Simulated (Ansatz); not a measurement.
# CuCl (triplet): one geometry, many settings

What do other methods and options give for CuCl (triplet) at this geometry, and how long do they take?

Computed with Ansatz 0.2.0, Gaussian basis. Level: the settings change from run to run.

21 further runs of the same task are left out: 2 for a known fault of the program, 7 that didn't finish, 12 set aside as unsound or not needed.

## Step 1: What is computed

The geometry is a PBE0/def2-TZVP stationary point (not a proven minimum).

2 atoms, charge 0, spin multiplicity 3.

Atoms are counted from 1 here; the program's logs count them from 0.

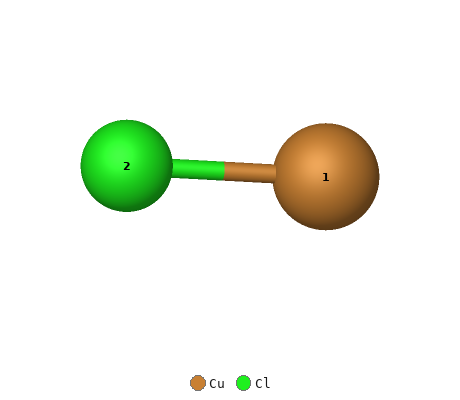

The structure; copper orange, chlorine green; atoms are numbered from 1 in the order of the file.

## Step 2: HF/def2-SVP

The input, in.yaml:

```yaml
crystal:
  periodic: [false, false, false]
  atoms:
    - {symbol: Cu, position_ang: [0.000000, 0.000000, 0.000000]}
    - {symbol: Cl, position_ang: [0.000000, 0.000000, 2.140600]}
basis:
  gaussian: {orbitals: def2-SVP}
magnetization: {spin_polarized: false, initial_magnetization: 2}
hamiltonian: {xc: hf}
output: {orbitals: {seedname: orbitals}}
```

The run is started by

```bash
> ansatz run in.yaml --threads 1 --pin off --events-out ev --progress --plain --max-ram 2393MiB
```

The program printed:

```text
Functional definition: HF
  name "HF"
  cite "Fock, Z. Phys. 61, 126 (1930) doi:10.1007/BF01340294"
  parent pbe
  exchange = exact_x
  correlation = 0
508 factors; integrals over basis functions are off by at most 9.7e-4 eV
mean field evaluation 1: about -57084.2869 eV, gradient 4.9e1 eV
mean field evaluation 2: about -57084.4111 eV, gradient 4.9e1 eV
mean field evaluation 4: about -57088.3527 eV, gradient 1.3e1 eV
mean field evaluation 8: about -57088.7343 eV, gradient 4.1e-1 eV
mean field evaluation 16: about -57088.7363 eV, gradient 3.3e-5 eV
mean field evaluation 32: about -57057.3908 eV, gradient 3.1e1 eV
mean field evaluation 64: about -57091.1740 eV, gradient 2.1e-2 eV
mean field evaluation 96: about -57091.5625 eV, gradient 2.0e-1 eV
mean field evaluation 128: about -57091.0128 eV, gradient 2.4e1 eV
mean field evaluation 160: about -57091.4386 eV, gradient 5.2e-1 eV
mean field evaluation 192: about -57091.1624 eV, gradient 1.7e0 eV
mean field evaluation 224: about -57085.2004 eV, gradient 1.5e1 eV
mean field evaluation 256: about -57086.8017 eV, gradient 1.2e0 eV
mean field evaluation 288: about -57085.1413 eV, gradient 7.8e0 eV
mean field -57091.60511909 eV, -2098.0777900466 hartree, gradient 1.3e-6 eV, S^2 2.000000; 7 other end points of the search recorded, 0 dependent functions left out
reference -57091.60511909 eV, -2098.0777900466 hartree; 24, 22 occupied and 25, 27 virtual orbitals, 508 factors
Total energy: -57091.60511909 eV, -2098.0777900466 hartree
```

It took 3.4 s on 1 thread of Arm Neoverse V1, shared host.

## Step 3: MP2 on ROHF/cc-pVDZ

The input, in.yaml:

```yaml
crystal:
  periodic: [false, false, false]
  atoms:
    - {symbol: Cu, position_ang: [0.000000, 0.000000, 0.000000]}
    - {symbol: Cl, position_ang: [0.000000, 0.000000, 2.140600]}
basis:
  gaussian: {orbitals: cc-pVDZ}
magnetization: {spin_polarized: false, initial_magnetization: 2}
correlation: {method: mp2, electrons: outside_noble_gas}
accuracy: high
```

The command is unchanged.

The program printed, cut to the lines that bear on the results:

```text
Functional definition: HF
  name "HF"
  cite "Fock, Z. Phys. 61, 126 (1930) doi:10.1007/BF01340294"
  parent pbe
[...]
1218 factors; integrals over basis functions are off by at most 4.0e-9 eV
[...]
mean field -57103.39610394 eV, -2098.5111007478 hartree, gradient 1.4e-8 eV, S^2 2.000000; 18 other end points of the search recorded, 0 dependent functions left out
[...]
14 core orbitals not correlated: weight in the atoms' cores, before any rotation towards them, 1.000 or more for the frozen orbitals, at most 0.000 for the correlated occupied ones
reference -57103.39610394 eV, -2098.5111007478 hartree; 10, 8 occupied and 37, 39 virtual orbitals, 1218 factors
second order -12.99850183 eV of doubles, -0.01496624 eV of singles
Total energy: -57116.40957201 eV, -2098.9893368785 hartree
```

Wall time 21 s (1 thread of Arm Neoverse V1, shared host).

## Step 4: CCSD on UHF/STO-3G

The input, in.yaml:

```yaml
crystal:
  periodic: [false, false, false]
  atoms:
    - {symbol: Cu, position_ang: [0.000000, 0.000000, 0.000000]}
    - {symbol: Cl, position_ang: [0.000000, 0.000000, 2.140600]}
basis:
  gaussian: {orbitals: STO-3G}
magnetization: {spin_polarized: true, initial_magnetization: 2}
correlation: {method: ccsd, electrons: outside_noble_gas}
accuracy: high
scf: {lower_state_search: full}
```

Launched as before.

The program printed, cut to the lines that bear on the results:

```text
Functional definition: HF
  name "HF"
  cite "Fock, Z. Phys. 61, 126 (1930) doi:10.1007/BF01340294"
  parent pbe
[...]
368 factors; integrals over basis functions are off by at most 1.7e-8 eV
[...]
mean field -56467.81937536 eV, -2075.1540867817 hartree, gradient 5.8e-8 eV, S^2 2.002712; 39 other end points of the search recorded, 0 dependent functions left out
determinant -56467.81937536 eV, -2075.1540867817 hartree, with singles and doubles -56468.95405350 eV, -2075.1957854344 hartree
determinant -56467.75697275 eV, -2075.1517935281 hartree, with singles and doubles -56468.89029975 eV, -2075.1934425272 hartree
determinant -56467.57278380 eV, -2075.1450247092 hartree, with singles and doubles -56468.69228110 eV, -2075.1861654760 hartree
determinant -56467.18983463 eV, -2075.1309515866 hartree, with singles and doubles -56468.76829568 eV, -2075.1889589602 hartree
[...]
determinant -56467.57278380 eV, -2075.1450247092 hartree, with singles and doubles -56468.69416858 eV, -2075.1862348396 hartree
determinant -56467.18983463 eV, -2075.1309515866 hartree, with singles and doubles -56468.92634756 eV, -2075.1947672599 hartree
determinant -56467.15223996 eV, -2075.1295700081 hartree, with singles and doubles -56468.94171057 eV, -2075.1953318401 hartree
determinant -56466.99844922 eV, -2075.1239183025 hartree, with singles and doubles -56468.69415958 eV, -2075.1862345088 hartree
14 core orbitals not correlated: weight in the atoms' cores, before any rotation towards them, 0.994 or more for the frozen orbitals, at most 0.003 for the correlated occupied ones
reference -56467.81937536 eV, -2075.1540867817 hartree; 10, 8 occupied and 3, 5 virtual orbitals, 368 factors
second order -0.79645777 eV of doubles, -0.00000000 eV of singles
cycle   1  -1.13563587 eV  change    1.1e-6 eV  update   5.5e-6
[...]
cycle 112  -1.13563170 eV  change  -5.8e-12 eV  update  1.5e-10
Total energy: -56468.95500705 eV, -2075.1958204768 hartree
```

Wall time 21 s (1 thread of Arm Neoverse V1, shared host).

From the report: ⟨S²⟩ of the determinant 2.003 (pure triplet: 2.00); correlation -1.1356 eV; T1 0.029; largest double amplitude 0.26.

## Step 5: CASSCF(6,4)/def2-SVP

The input, in.yaml:

```yaml
crystal:
  periodic: [false, false, false]
  atoms:
    - {symbol: Cu, position_ang: [0.000000, 0.000000, 0.000000]}
    - {symbol: Cl, position_ang: [0.000000, 0.000000, 2.140600]}
basis:
  gaussian: {orbitals: def2-SVP}
magnetization: {spin_polarized: false, initial_magnetization: 2}
hamiltonian: {pseudopotentials: {relativity: scalar}}
correlation: {active_space: {window: {electrons: 6, orbitals: 4}}}
```

The command is unchanged.

The program printed, cut to the lines that bear on the results:

```text
Functional definition: HF
  name "HF"
  cite "Fock, Z. Phys. 61, 126 (1930) doi:10.1007/BF01340294"
  parent pbe
[...]
508 factors; integrals over basis functions are off by at most 9.7e-4 eV
[...]
mean field -57437.65914181 eV, -2110.7950408179 hartree, gradient 2.1e-6 eV, S^2 2.000000; 16 other end points of the search recorded, 0 dependent functions left out
reference -57437.65914181 eV, -2110.7950408179 hartree; 24, 22 occupied and 25, 27 virtual orbitals, 508 factors
state -57437.66034415 eV, -2110.7950850029 hartree
Total energy: -57437.66034415 eV, -2110.7950850029 hartree
Relativity: scalar
```

Wall time 17 s (1 thread of Arm Neoverse V1, shared host).

From the report: 16 determinants; active occupations 2.00, 2.00, 1.00, 1.00.

## Step 6: MP2 on ROHF/def2-SVP

in.yaml, as its differences from that of step 5:

```diff
@@ -8,3 +8,2 @@
 magnetization: {spin_polarized: false, initial_magnetization: 2}
-hamiltonian: {pseudopotentials: {relativity: scalar}}
-correlation: {active_space: {window: {electrons: 6, orbitals: 4}}}
+correlation: {method: mp2, electrons: all}
```

Launched as before.

The program printed, cut to the lines that bear on the results:

```text
Functional definition: HF
  name "HF"
  cite "Fock, Z. Phys. 61, 126 (1930) doi:10.1007/BF01340294"
  parent pbe
[...]
508 factors; integrals over basis functions are off by at most 9.7e-4 eV
[...]
mean field -57091.60511909 eV, -2098.0777900466 hartree, gradient 1.3e-6 eV, S^2 2.000000; 16 other end points of the search recorded, 0 dependent functions left out
[...]
reference -57091.60511909 eV, -2098.0777900466 hartree; 24, 22 occupied and 25, 27 virtual orbitals, 508 factors
second order -11.51435042 eV of doubles, -0.06347446 eV of singles
Total energy: -57103.18294396 eV, -2098.5032672630 hartree
```

It took 9 s on 1 thread of Arm Neoverse V1, shared host.

## Step 7: CCSD on ROHF/6-31G*

in.yaml, as its differences from that of step 6:

```diff
@@ -6,4 +6,4 @@
 basis:
-  gaussian: {orbitals: def2-SVP}
+  gaussian: {orbitals: "6-31G*", point_charges: [{charge: -0.50, position_ang: [3.170, -0.186, 0.646]}]}
 magnetization: {spin_polarized: false, initial_magnetization: 2}
-correlation: {method: mp2, electrons: all}
+correlation: {method: ccsd, electrons: valence}
```

Same command.

The program printed, cut to the lines that bear on the results:

```text
Functional definition: HF
  name "HF"
  cite "Fock, Z. Phys. 61, 126 (1930) doi:10.1007/BF01340294"
  parent pbe
[...]
492 factors; integrals over basis functions are off by at most 8.6e-4 eV
[...]
mean field -57094.55229773 eV, -2098.1860968639 hartree, gradient 2.9e-6 eV, S^2 2.000000; 20 other end points of the search recorded, 0 dependent functions left out
[...]
determinant -57094.55229773 eV, -2098.1860968639 hartree, with singles and doubles -57105.07822928 eV, -2098.5729177137 hartree
determinant -57094.44337745 eV, -2098.1820941176 hartree, with singles and doubles -57104.99468994 eV, -2098.5698476995 hartree
determinant -57094.41699339 eV, -2098.1811245214 hartree, with singles and doubles -57104.96729595 eV, -2098.5688409892 hartree
determinant -57094.27992449 eV, -2098.1760873321 hartree, with singles and doubles -57104.82271104 eV, -2098.5635275916 hartree
[...]
determinant -57094.44337745 eV, -2098.1820941176 hartree, with singles and doubles -57105.00290379 eV, -2098.5701495532 hartree
determinant -57094.41699339 eV, -2098.1811245214 hartree, with singles and doubles -57104.97529985 eV, -2098.5691351269 hartree
determinant -57094.27992449 eV, -2098.1760873321 hartree, with singles and doubles -57104.82564201 eV, -2098.5636353027 hartree
determinant -57094.27964055 eV, -2098.1760768975 hartree, with singles and doubles -57104.82515675 eV, -2098.5636174699 hartree
10 core orbitals not correlated: weight in the atoms' cores, before any rotation towards them, 1.000 or more for the frozen orbitals, at most 0.000 for the correlated occupied ones
reference -57094.55229773 eV, -2098.1860968639 hartree; 14, 12 occupied and 31, 33 virtual orbitals, 492 factors
second order -10.65841438 eV of doubles, -0.03047498 eV of singles
cycle   1  -10.53188338 eV  change   -6.4e-6 eV  update   4.4e-6
Total energy: -57105.08418110 eV, -2098.5731364392 hartree
```

Wall time 51 s (1 thread of Arm Neoverse V1, shared host).

From the report: correlation -10.5319 eV; T1 0.019; largest double amplitude 0.04.

## Step 8: CCSD(T) on ROHF/def2-SVP

The input, in.yaml:

```yaml
crystal:
  periodic: [false, false, false]
  atoms:
    - {symbol: Cu, position_ang: [0.000000, 0.000000, 0.000000]}
    - {symbol: Cl, position_ang: [0.000000, 0.000000, 2.140600]}
basis:
  gaussian: {orbitals: def2-SVP, point_charges: [{charge: 0.50, position_ang: [3.207, 0.298, -0.281]}]}
magnetization: {spin_polarized: false, initial_magnetization: 2}
correlation: {method: ccsd_t, electrons: all}
accuracy: high
```

Same command.

The program printed, cut to the lines that bear on the results:

```text
Functional definition: HF
  name "HF"
  cite "Fock, Z. Phys. 61, 126 (1930) doi:10.1007/BF01340294"
  parent pbe
[...]
922 factors; integrals over basis functions are off by at most 4.2e-9 eV
[...]
mean field -57091.44661326 eV, -2098.0719650651 hartree, gradient 2.3e-8 eV, S^2 2.000000; 20 other end points of the search recorded, 0 dependent functions left out
[...]
determinant -57091.44661326 eV, -2098.0719650651 hartree, with singles and doubles -57103.21664517 eV, -2098.5045057595 hartree
determinant -57091.26634389 eV, -2098.0653402876 hartree, with singles and doubles -57103.03591238 eV, -2098.4978639522 hartree
determinant -57091.24559954 eV, -2098.0645779470 hartree, with singles and doubles -57103.01372088 eV, -2098.4970484294 hartree
determinant -57091.01066324 eV, -2098.0559441970 hartree, with singles and doubles -57102.65895378 eV, -2098.4840109791 hartree
[...]
determinant -57088.82739615 eV, -2097.9757106114 hartree, with singles and doubles -57102.45846997 eV, -2098.4766433349 hartree
determinant -57088.78032332 eV, -2097.9739807170 hartree, with singles and doubles -57102.43546917 eV, -2098.4757980710 hartree
determinant -57091.44661326 eV, -2098.0719650651 hartree, with singles and doubles -57103.23594439 eV, -2098.5052149927 hartree
determinant -57091.26634389 eV, -2098.0653402876 hartree, with singles and doubles -57103.07420681 eV, -2098.4992712464 hartree
determinant -57091.24559954 eV, -2098.0645779470 hartree, with singles and doubles -57103.05135886 eV, -2098.4984315998 hartree
[...]
reference -57091.44661326 eV, -2098.0719650651 hartree; 24, 22 occupied and 25, 27 virtual orbitals, 922 factors
second order -11.54296896 eV of doubles, -0.06432880 eV of singles
cycle   1  -11.78932925 eV  change    1.9e-6 eV  update   4.2e-6
[...]
cycle  34  -11.78932859 eV  change  -7.1e-10 eV  update   5.3e-9
perturbative correction -0.36245147 eV, -0.0133198458 hartree
Total energy: -57103.59839332 eV, -2098.5185347454 hartree
```

Run time: 2.4 min. Hardware: 1 thread of Arm Neoverse V1, shared host; peak memory 0.33 GiB.

From the report: correlation -12.1518 eV; T1 0.022; largest double amplitude 0.03.

## Step 9: The runs in one table

```csv
level,correlated,functions,energy (eV),time
HF/def2-SVP,,49,-57091.6051,3.4 s
MP2 on ROHF/cc-pVDZ,outside noble gas,61,-57116.4096,21 s
CCSD on UHF/STO-3G,outside noble gas,27,-56468.9550,21 s
"CASSCF(6,4)/def2-SVP (relativity set)",,49,-57437.6603,17 s
MP2 on ROHF/def2-SVP,all,49,-57103.1829,9 s
CCSD on ROHF/6-31G* (beside a point charge),valence,55,-57105.0842,51 s
CCSD(T) on ROHF/def2-SVP (beside a point charge),all,49,-57103.5984,2.4 min
```

## Step 10: Outcome

```
quantity                                                      value
    runs                                                          7
quickest                                         HF/def2-SVP, 3.4 s
 slowest  CCSD(T) on ROHF/def2-SVP (beside a point charge), 2.4 min
```

What this shows: Total energies in different bases, with other cores or another treatment of relativity can't be set against each other. CCSD(T) on ROHF/def2-SVP (beside a point charge) took 42 times as long as HF/def2-SVP; the jobs differ in more than the method.
